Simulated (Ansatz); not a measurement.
## Li2AlW2: relaxing a made-up structure

Starting from a made-up structure for Li2AlW2, the aim is the relaxed cell, its shortest contacts and, where a second run follows, its electronic structure.

Program: Ansatz 0.2.0. Level of theory: DFT, PBEsol, plane-wave PAW, files of the set soft_1, scalar-relativistic, no spin, cell and ions relaxed at zero pressure; PAW set soft_1, in the first sound run; inputs show where later runs differ. Results are calculated unless marked as measured.

## (1) The structure

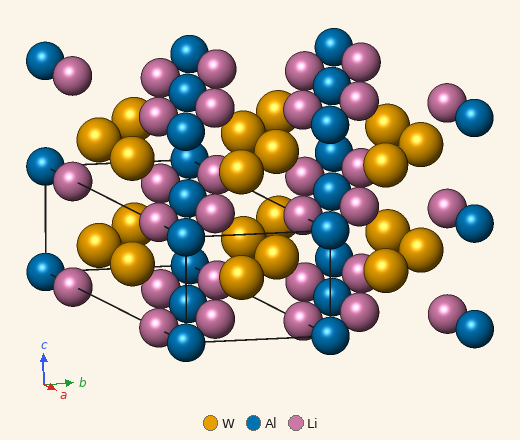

Start, viewed slightly off an axis; tungsten orange, aluminium blue, lithium pink. 1×2×2 cells are drawn. This picture shows the conventional cell, with its axes. Some periodic images of atoms are drawn too.

## (2) Relaxation of the guess

The guessed cell has no reason to be at equilibrium. It is relaxed with the atoms, within the space group of the guess.

The input, input.yaml:

```yaml
crystal:
  lattice:
    - [6.922, -2.183, 0.0]
    - [6.922, 2.183, 0.0]
    - [-0.019396065, 0.0, 3.086939065]
  atoms:
    - { symbol: W, position: [0.618, 0.618, 0.4919] }
    - { symbol: W, position: [0.382, 0.382, 0.5081] }
    - { symbol: Al, position: [0.0, 0.0, 0.0] }
    - { symbol: Li, position: [0.1935, 0.1935, 0.9871] }
    - { symbol: Li, position: [0.8065, 0.8065, 0.0129] }
kpoints:
  mp_grid: { grid: [7, 7, 9] }
scf:
  occupations: { method: fermi_dirac, width: 0.05 }
hamiltonian:
  xc: pbesol
  pseudopotentials: { kind: paw, azcp: { folder: soft_1 }, xc_functional: pbe }
relax:
  f_tol: 0.015
  max_steps: 70
  cell: {}
output:
  forces: true
  stress: true
```

The run is started by

```bash
$ ansatz run input.yaml --threads 4 --pin off --max-ram 8192MiB --backend cpu --events-out ev --progress --plain --runs-dir out
```

Numbers of over 12 decimals in the logs are rounded to 6 here.

Output:

```text
Engine: ansatz 0.2.0, x86_64-unknown-linux-gnu
Pseudopotentials: kind: paw
Pseudopotential: W, paw, valence charge 14, recommended cutoff 420 eV (normal), soft_1/W.paw.azcp
Pseudopotential: Al, paw, valence charge 3, recommended cutoff 420 eV (normal), soft_1/Al.paw.azcp
Pseudopotential: Li, paw, valence charge 3, recommended cutoff 420 eV (normal), soft_1/Li.paw.azcp
Functional definition: PBEsol
  exchange = pbesol_x
  correlation = pbesol_c
Crystal: 5 atoms, lattice volume = 93.292 Å³
Basis set: ecut = 420 eV, 1795 PW (Γ), exchange–correlation on 100×100×48 points (8 copies of the dense FFT grid, shifted against one another)
Bands: 24, of which v1, the nominal top of the filled ones, is band 19 counted from 1 (18 counted from 0)
Symmetry: 4 space group operations
Space group: C2/m (ITA 12), of the structure as read, at distance tolerance 4.5e-5 Å
k-points: 128 of 441
Non-local potential: W, projectors of the file, l = 0: 3, l = 1: 2, l = 2: 2, l = 3: 1
Non-local potential: Al, projectors of the file, l = 0: 2, l = 1: 2, l = 2: 1
Non-local potential: Li, projectors of the file, l = 0: 3, l = 1: 2, l = 2: 1
PAW form: soft (Blöchl's): semilocal exchange-correlation on the pseudo side does not see the compensation charge
PAW frozen core: W, regenerated for the run's functional, and the local potential with it (the file was generated under x = pbe(κ = 0.804, μ = 0.219515), c = pbe(β = 0.066725))
PAW frozen core: Al, regenerated for the run's functional, and the local potential with it (the file was generated under x = pbe(κ = 0.804, μ = 0.219515), c = pbe(β = 0.066725))
PAW one-centre angular grid: W, 590 points (default); XC on 64 Gauss nodes
PAW one-centre angular grid: Al, 110 points (default); XC on 64 Gauss nodes
PAW one-centre angular grid: Li, 110 points (default); XC on 64 Gauss nodes
Initial density: superposition of atomic densities (chi_scale 0.1, normalization cell, long waves kept (reshape's long-wave potential 0.07 eV rms))
Initial wavefunctions: pseudopotential atomic-orbital guess
Functional: x = pbesol(κ = 0.804, μ = 0.123457), c = pbesol(β = 0.046)
SCF iter   1: F=—  HF=-21443.298701 eV  |F-HF|=—  |Δ(HF+E_count)|=         —  Δρ=7.10e-2  dr2=1.54e1  ethr=3.10e-3  ⟨swp⟩=6.1  Hψ=13078  notcnv=0
preconditioner: auto → Kerker (q_TF=auto, 2.339 Å⁻¹)  [metal: Δε(μ)=0.004 eV  Ē_g=3.783 eV  σ=0.050 eV  W_gap=0.02  n_scr=18 (ndim 8)  ℏωp=15.9 eV  f_vac=0.000  D(μ)=3.58/eV (n_scr^D=26)]
SCF iter   2: F=—  HF=-21440.990106 eV  |F-HF|=—  |Δ(HF+E_count)|=    2.31e0  Δρ=3.56e-2  dr2=4.59e0  ethr=3.10e-3  ⟨swp⟩=2.2  Hψ=5787  notcnv=0  defer=6
SCF iter   3: F=—  HF=-21440.120692 eV  |F-HF|=—  |Δ(HF+E_count)|=   8.69e-1  Δρ=8.24e-3  dr2=1.74e-1  ethr=3.10e-3  ⟨swp⟩=2.6  Hψ=5025  notcnv=0  defer=6
SCF iter   4: F=—  HF=-21440.082950 eV  |F-HF|=—  |Δ(HF+E_count)|=   3.77e-2  Δρ=3.89e-3  dr2=3.01e-2  ethr=4.69e-4  ⟨swp⟩=2.5  Hψ=5535  notcnv=0  defer=5
SCF iter   5: F=—  HF=-21440.076480 eV  |F-HF|=—  |Δ(HF+E_count)|=   6.47e-3  Δρ=7.30e-4  dr2=5.40e-4  ethr=8.13e-5  ⟨swp⟩=2.0  Hψ=4214  notcnv=0  defer=3
SCF iter   6: F=—  HF=-21440.076453 eV  |F-HF|=—  |Δ(HF+E_count)|=   2.71e-5  Δρ=2.48e-4  dr2=7.34e-5  ethr=1.46e-6  ⟨swp⟩=2.6  Hψ=4688  notcnv=0  defer=3
SCF iter   7: F=—  HF=-21440.076440 eV  |F-HF|=—  |Δ(HF+E_count)|=   1.30e-5  Δρ=2.95e-5  dr2=1.68e-6  ethr=1.98e-7  ⟨swp⟩=2.0  Hψ=3793  notcnv=0  defer=3
SCF iter   8: F=-21440.076439 eV  HF=-21440.076439 eV  |F-HF|=1.97e-8  |Δ(HF+E_count)|=   3.45e-7  Δρ=5.13e-6  dr2=3.49e-8  ethr=2.70e-10  ⟨swp⟩=2.5  Hψ=10326  notcnv=0
SCF 1 converged in 8 iterations: F = -21440.076439 eV  dr2 = 3.49e-8
  greatest PAW one-centre occupation: 1.000 electrons in one spin orbital (limit 2), on the Li atom at site 4 (counted from 0), in its partial waves of l = 0
relax step   1: F+E_penalty+E_count = -21440.07643941 eV  Δ(F+E_penalty+E_count) = +0.000e0 eV  max|allowed force component| = 2.688e0 eV/Å  Δτ_max = 0.0000 Å  P = -22.628 GPa  Ω = 93.292 Å³  (8 SCF iters, dr2 threshold 1.00e-7 eV, accepted)
Crystal: 5 atoms, lattice volume = 83.384 Å³
Basis set: ecut = 420 eV, 1613 PW (Γ), exchange–correlation on 100×100×48 points (8 copies of the dense FFT grid, shifted against one another)
Initial density: handed on by an earlier stage of this run
Initial wavefunctions: those handed on with the density
iter 1 solved again at ethr=1.53e-4 eV; its pass at ethr=3.10e-3 eV (dr2=5.65e-2 eV) is discarded
SCF iter   1: F=—  HF=-21442.400981 eV  |F-HF|=—  |Δ(HF+E_count)|=         —  Δρ=1.22e-2  dr2=5.75e-2  ethr=1.53e-4  ⟨swp⟩=1.0  Hψ=16348  notcnv=0
preconditioner: auto → Kerker (q_TF=auto, 2.383 Å⁻¹)  [metal: Δε(μ)=0.006 eV  Ē_g=4.004 eV  σ=0.050 eV  W_gap=0.03  n_scr=18 (ndim 8)  ℏωp=16.8 eV  f_vac=0.000  D(μ)=3.15/eV (n_scr^D=18)]
SCF iter   2: F=—  HF=-21442.390916 eV  |F-HF|=—  |Δ(HF+E_count)|=   1.01e-2  Δρ=6.81e-3  dr2=1.85e-2  ethr=1.53e-4  ⟨swp⟩=1.0  Hψ=3072  notcnv=0
SCF iter   3: F=—  HF=-21442.387242 eV  |F-HF|=—  |Δ(HF+E_count)|=   3.67e-3  Δρ=6.82e-4  dr2=5.54e-4  ethr=4.99e-5  ⟨swp⟩=2.5  Hψ=4559  notcnv=0
SCF iter   4: F=—  HF=-21442.387174 eV  |F-HF|=—  |Δ(HF+E_count)|=   6.86e-5  Δρ=1.24e-4  dr2=1.73e-5  ethr=1.50e-6  ⟨swp⟩=2.0  Hψ=3940  notcnv=0
SCF iter   5: F=—  HF=-21442.387166 eV  |F-HF|=—  |Δ(HF+E_count)|=   7.69e-6  Δρ=3.19e-5  dr2=1.30e-6  ethr=4.68e-8  ⟨swp⟩=2.6  Hψ=4749  notcnv=0
SCF iter   6: F=-21442.387166 eV  HF=-21442.387166 eV  |F-HF|=2.21e-8  |Δ(HF+E_count)|=   2.19e-7  Δρ=6.60e-6  dr2=5.28e-8  ethr=1.35e-9  ⟨swp⟩=4.0  Hψ=9142  notcnv=0
SCF 2 converged in 6 iterations: F = -21442.387166 eV  dr2 = 5.28e-8
relax step   2: F+E_penalty+E_count = -21442.38716563 eV  Δ(F+E_penalty+E_count) = -2.311e0 eV  max|allowed force component| = 2.823e0 eV/Å  Δτ_max = 0.1617 Å  P = -16.960 GPa  Ω = 83.384 Å³  energy of the carried Pulay correction = +1.511e-3 eV  (6 SCF iters, dr2 threshold 5.00e-7 eV, accepted)
Crystal: 5 atoms, lattice volume = 77.103 Å³
Basis set: ecut = 420 eV, 1503 PW (Γ), exchange–correlation on 100×100×48 points (8 copies of the dense FFT grid, shifted against one another)
iter 1 solved again at ethr=9.63e-4 eV; its pass at ethr=3.10e-3 eV (dr2=3.56e-1 eV) is discarded
SCF iter   1: F=—  HF=-21443.635316 eV  |F-HF|=—  |Δ(HF+E_count)|=         —  Δρ=1.85e-2  dr2=3.62e-1  ethr=9.63e-4  ⟨swp⟩=1.0  Hψ=16508  notcnv=0
preconditioner: auto → Kerker (q_TF=auto, 2.414 Å⁻¹)  [metal: Δε(μ)=0.009 eV  Ē_g=4.795 eV  σ=0.050 eV  W_gap=0.05  n_scr=14 (ndim 8)  ℏωp=17.4 eV  f_vac=0.000  D(μ)=3.16/eV (n_scr^D=22)]
[...]
relax step   6: F+E_penalty+E_count = -21443.80942640 eV  Δ(F+E_penalty+E_count) = -8.318e-3 eV  max|allowed force component| = 9.919e-2 eV/Å  Δτ_max = 0.0269 Å  P = +0.209 GPa  Ω = 74.925 Å³  energy of the carried Pulay correction = +2.943e-3 eV  (6 SCF iters, dr2 threshold 5.00e-7 eV, accepted)
relax step   7: F+E_penalty+E_count = -21443.82247014 eV  Δ(F+E_penalty+E_count) = -1.304e-2 eV  max|allowed force component| = 2.380e-1 eV/Å  Δτ_max = 0.1163 Å  P = -0.639 GPa  Ω = 75.551 Å³  energy of the carried Pulay correction = +2.832e-3 eV  (6 SCF iters, dr2 threshold 5.00e-7 eV, accepted)
relax step   8: F+E_penalty+E_count = -21443.82740586 eV  Δ(F+E_penalty+E_count) = -4.936e-3 eV  max|allowed force component| = 6.766e-2 eV/Å  Δτ_max = 0.0415 Å  P = -0.204 GPa  Ω = 75.430 Å³  energy of the carried Pulay correction = +2.853e-3 eV  (6 SCF iters, dr2 threshold 5.00e-7 eV, accepted)
relax step   9: F+E_penalty+E_count = -21443.83115283 eV  Δ(F+E_penalty+E_count) = -3.747e-3 eV  max|allowed force component| = 2.104e-2 eV/Å  Δτ_max = 0.0515 Å  P = -0.185 GPa  Ω = 75.450 Å³  energy of the carried Pulay correction = +2.850e-3 eV  (6 SCF iters, dr2 threshold 2.86e-7 eV, accepted)
relax step  10: F+E_penalty+E_count = -21443.83233104 eV  Δ(F+E_penalty+E_count) = -1.178e-3 eV  max|allowed force component| = 1.529e-2 eV/Å  Δτ_max = 0.0523 Å  P = +0.048 GPa  Ω = 75.378 Å³  energy of the carried Pulay correction = +2.863e-3 eV  (6 SCF iters, dr2 threshold 1.83e-7 eV, accepted)
relax step  11: F+E_penalty+E_count = -21443.83247338 eV  Δ(F+E_penalty+E_count) = -1.423e-4 eV  max|allowed force component| = 2.058e-3 eV/Å  Δτ_max = 0.0050 Å  P = -0.017 GPa  Ω = 75.460 Å³  energy of the carried Pulay correction = +2.848e-3 eV  (6 SCF iters, dr2 threshold 9.00e-8 eV, accepted)
relax step  12: F+E_penalty+E_count = -21443.83248905 eV  Δ(F+E_penalty+E_count) = -1.566e-5 eV  max|allowed force component| = 3.213e-3 eV/Å  Δτ_max = 0.0013 Å  P = -0.020 GPa  Ω = 75.436 Å³  energy of the carried Pulay correction = +2.852e-3 eV  (6 SCF iters, dr2 threshold 7.46e-9 eV, accepted)
relax step  13: F+E_penalty+E_count = -21443.83065649 eV  Δ(F+E_penalty+E_count) = +1.833e-3 eV  max|allowed force component| = 2.846e-3 eV/Å  Δτ_max = 0.0000 Å  P = -0.032 GPa  Ω = 75.436 Å³  stress off target by 5.43e-2 GPa  SCF on the basis re-selected at this cell (its energy is not comparable with the rows above)  (6 SCF iters)
relax step  14: F+E_penalty+E_count = -21443.83066728 eV  Δ(F+E_penalty+E_count) = -1.079e-5 eV  max|allowed force component| = 1.349e-3 eV/Å  Δτ_max = 0.0007 Å  P = +0.014 GPa  Ω = 75.405 Å³  energy of the carried Pulay correction = +6.951e-6 eV  (6 SCF iters, dr2 threshold 7.37e-9 eV, accepted)
iter 1 solved again at ethr=1.25e-7 eV; its pass at ethr=3.10e-3 eV (dr2=4.64e-5 eV) is discarded
SCF iter   1: F=—  HF=-21443.830662 eV  |F-HF|=—  |Δ(HF+E_count)|=         —  Δρ=8.78e-7  dr2=1.76e-10  ethr=1.25e-7  ⟨swp⟩=2.7  Hψ=20735  notcnv=0
eigensolver tolerance schedule: the retry pair's looser diagonalisation over-reported the residual by 264282.41 of it (diagonalisation noise at an unbounded share of the residual, at the tolerance the schedule requests for it); recorded, not acted on — ethr = c·dr2/N_el stays at c = 1.0e-1
SCF iter   2: F=—  HF=-21443.830661 eV  |F-HF|=—  |Δ(HF+E_count)|=   2.87e-7  Δρ=3.92e-7  dr2=2.74e-11  ethr=1.00e-12  ⟨swp⟩=3.1  Hψ=7226  notcnv=0
iter 3 did not close the SCF: its close was put off for the readings that it lacked (scf_convergence_deferred on its scf_iter line)
SCF iter   3: F=-21443.830661 eV  HF=-21443.830661 eV  |F-HF|=1.09e-11  |Δ(HF+E_count)|=  1.09e-11  Δρ=2.44e-7  dr2=1.15e-11  ethr=1.00e-12  ⟨swp⟩=1.0  Hψ=3072  notcnv=0
iter 4 did not close the SCF: its close was put off for the readings that it lacked (scf_convergence_deferred on its scf_iter line)
SCF iter   4: F=-21443.830661 eV  HF=-21443.830661 eV  |F-HF|=3.64e-12  |Δ(HF+E_count)|=  1.46e-11  Δρ=2.30e-8  dr2=4.17e-13  ethr=1.00e-12  ⟨swp⟩=1.0  Hψ=3072  notcnv=0
iter 5 did not close the SCF: its close was put off for the readings that it lacked (scf_convergence_deferred on its scf_iter line)
SCF iter   5: F=-21443.830661 eV  HF=-21443.830661 eV  |F-HF|=1.46e-11  |Δ(HF+E_count)|=  3.64e-12  Δρ=9.96e-9  dr2=7.62e-14  ethr=1.00e-12  ⟨swp⟩=1.0  Hψ=3072  notcnv=0
iter 6 did not close the SCF: its close was put off for the readings that it lacked (scf_convergence_deferred on its scf_iter line)
SCF iter   6: F=-21443.830661 eV  HF=-21443.830661 eV  |F-HF|=7.28e-12  |Δ(HF+E_count)|=  7.28e-12  Δρ=3.82e-9  dr2=7.32e-15  ethr=1.00e-12  ⟨swp⟩=1.0  Hψ=3072  notcnv=0
SCF iter   7: F=-21443.830661 eV  HF=-21443.830661 eV  |F-HF|=0.00e0  |Δ(HF+E_count)|=  7.28e-12  Δρ=1.67e-9  dr2=1.37e-15  ethr=1.00e-12  ⟨swp⟩=1.0  Hψ=6656  notcnv=0
SCF 15 converged in 7 iterations: F = -21443.830661 eV  dr2 = 1.37e-15
relax step  15: F+E_penalty+E_count = -21443.83066122 eV  Δ(F+E_penalty+E_count) = +6.055e-6 eV  max|allowed force component| = 1.351e-3 eV/Å  Δτ_max = 0.0000 Å  P = +0.014 GPa  Ω = 75.405 Å³  stress off target by 1.70e-2 GPa  SCF on the basis re-selected at this cell (its energy is not comparable with the rows above)  (7 SCF iters)
basis re-selected at this cell: Δ(F+E_penalty+E_count) = +6.055e-6 eV, ΔP = -0.000 GPa vs the last step (what re-selecting the basis moved, of the pressure what is left beyond the Pulay correction that the steps carried, after the strain that the cell walked since its last selection, with what the two solves' SCF thresholds leave and, on support functions, any second-order correction that the steps lacked; it is no m [...]
SCF converged after 7 iterations
Free energy (F): -21443.830661 eV
Harris-Foulkes:  -21443.830661 eV  (|F-HF|=0.00e0)
Internal energy: -21443.805306 eV  (E = F + TS)
E sigma→0 (E₀):  -21443.817984 eV
Entropy (-TS):   -0.025355 eV (-5.071 meV/atom)
Fermi energy:    11.383564 eV
--- Per-component energies (eV) ---
  E_band       = -550.085491
  E_kinetic    = 902.663796
  E_local      = -2595.073717  (includes V_loc(G=0)·N_el)
  E_nonlocal   = -71.952236
  E_hartree    = 1047.057700
  E_xc         = -586.016732
  E_vxc        = -513.404976  (∫ρ·V_xc dr)
  E_paw        = -17405.332674  (= ΣΔE_a)
  E_vpaw       = -366.434572  (= ΣTr[D̂ρ^β])
  E_aug_tail   = 0.000814  (compensation charges beyond the density's cutoff)
  E_ewald      = -2735.615112
  E_core_change = 0.462855  (= ΣΔE_core)
  E_smearing   = -0.025355  (= −TS)
  E_closure    = 0.000000  (closes the sum)
  Σ components = -21443.830661   (vs F -21443.830661, Δ=0.00e0)
--- Forces (eV/Å), atoms counted from 1 ---
  atom   1  W      0.00135077    -0.00000000    -0.00044629
  atom   2  W     -0.00135077     0.00000000     0.00044629
  atom   3  Al     0.00000000     0.00000000     0.00000000
  atom   4  Li     0.00073231    -0.00000000    -0.00001047
  atom   5  Li    -0.00073231     0.00000000     0.00001047
  max |Σ_I F_I| component: 2.17e-19 eV/Å
--- Stress (GPa, compression-positive) ---
        0.013702       0.000000      -0.001900
        0.000000       0.012157       0.000000
       -0.001900       0.000000       0.015900
  P = ⅓ Tr σ = 0.0139 GPa (0.139 kbar)
--- Relaxed structure (13 steps of the walk, 13 accepted, 2 SCFs on fresh bases) ---
  F+E_penalty+E_count = -21443.83066122 eV   max|allowed force component| = 1.351e-3 eV/Å   (the final SCF, on the basis selected at the relaxed cell)
  cell:  # Å, volume = 75.4053 Å³
    - [6.526692, -2.179688, 0.024027]
    - [6.526692, 2.179688, 0.024027]
    - [-0.00757342, 0.0, 2.650207]
  atoms:
    - { symbol: W, position: [0.593159, 0.593159, 0.433358] }
    - { symbol: W, position: [0.406841, 0.406841, 0.566642] }
    - { symbol: Al, position: [-6.592646674665827e-19, -6.592646674665827e-19, -4.495646825414242e-19] }
    - { symbol: Li, position: [0.202808, 0.202808, 0.913889] }
    - { symbol: Li, position: [0.797192, 0.797192, 0.086111] }
```

The job ended after 39 s (4 threads of Intel Xeon Platinum 8375C at 2.90GHz (Ice Lake), shared host; peak memory 0.66 GiB; 2.5 min of CPU time).

Relaxation path:

```csv
step,energy less that of the first step (eV),largest force component (eV/Å),pressure (GPa),volume (Å³)
1,0.0000,2.6876,-22.63,93.29
2,-2.3107,2.8226,-16.96,83.38
3,-3.4890,0.5702,-2.01,77.10
4,-3.7156,0.1486,-0.53,74.98
5,-3.7247,0.1948,1.26,74.51
6,-3.7330,0.0992,0.21,74.92
7,-3.7460,0.2380,-0.64,75.55
8,-3.7510,0.0677,-0.20,75.43
9,-3.7547,0.0210,-0.19,75.45
10,-3.7559,0.0153,0.05,75.38
11,-3.7560,0.0021,-0.02,75.46
12,-3.7560,0.0032,-0.02,75.44
13*,-3.7542,0.0028,-0.03,75.44
14,-3.7542,0.0013,0.01,75.41
15*,-3.7542,0.0014,0.01,75.41
```

Relaxation steps marked * repeat the geometry before them on a plane-wave basis chosen anew for their cell, so energy and pressure can jump there.

Forces are held to the 4 operations that the run works with; a distortion that breaks them can't arise in this run.

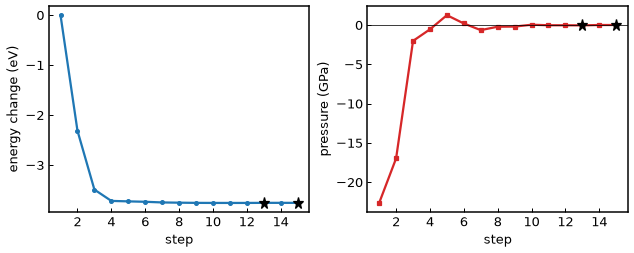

Energy and pressure along the relaxation. Stars mark steps on a basis chosen anew.

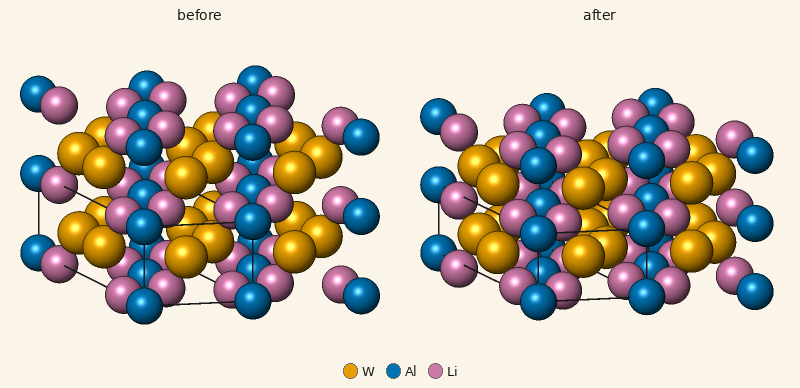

The structure before and after the relaxation, drawn at the same scale.

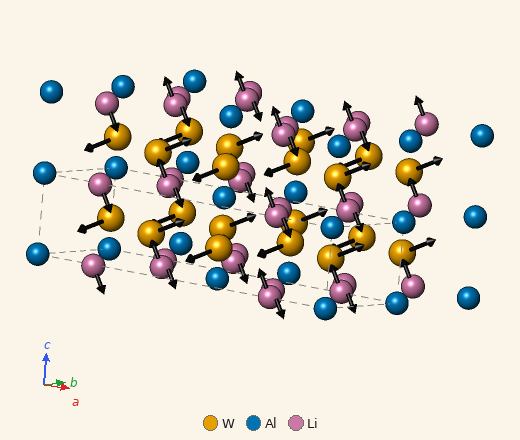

Displacements in the relaxation, exaggerated, measured against the changing cell; the longest in the cell stands for 0.36 Å. 1×2×2 conventional cells are drawn. Some periodic images of atoms are drawn too.

```csv
cell as run,before,after,change
a (Å),7.258,6.881,-5.2 %
b (Å),7.258,6.881,-5.2 %
c (Å),3.087,2.650,-14.1 %
α (°),90.34,89.96,-0.4 %
β (°),90.34,89.96,-0.4 %
γ (°),35.01,36.93,+5.5 %
volume (Å³/atom),18.66,15.08,-19.2 %
```

The atoms that moved most (Å, as changes of fractional coordinates times the final cell):

```csv
atom,dx,dy,dz,length
W1,-0.324,0.000,-0.156,0.360
W2,0.324,0.000,0.156,0.360
Li4,0.122,0.000,-0.194,0.229
Li5,-0.122,0.000,0.194,0.229
```

Final coordinates:

```xyz
5
Lattice="6.5267 -2.1797 0.0240 6.5267 2.1797 0.0240 -0.0076 0.0000 2.6502" Properties=species:S:1:pos:R:3 pbc="T T T"
W     7.7394    0.0000    1.1770
W     5.3064    0.0000    1.5213
Al    0.0000    0.0000    0.0000
Li    2.6404    0.0000    2.4317
Li   10.4054    0.0000    0.2665
```

Numbers from this step:

| Quantity | Value |
| --- | --- |
| free energy | -21443.8307 eV |
| energy at zero smearing | -21443.8180 eV |
| smearing term TS | 0.02535 eV |
| Fermi energy | 11.38 eV |
| electrons | 37 |
| symmetry operations | 4 |
| pressure | 0.01392 GPa |

The shortest distance of each pair, which need not be the same contact before and after:

```csv
pair,guess (Å),relaxed (Å)
W–W,3.087,2.457
Li–Li,2.687,2.545
Al–Al,3.087,2.650
Al–Li,2.679,2.657
Al–W,3.116,2.748
```

The relaxation ends with a largest force component of 0.0014 eV/Å and a pressure of 0.01 GPa.

(Part 1 of 2 ends here.)

[Logs are printed without paths, hosts, clocks, repeated set-up lines and the standing remarks that a program may print on its own settings, such as how far it seeks lower states.]

[Hosts, paths, dates, database ids (printed as entryN), source tags and the programs' standing remarks are cut or masked in the printed files.]
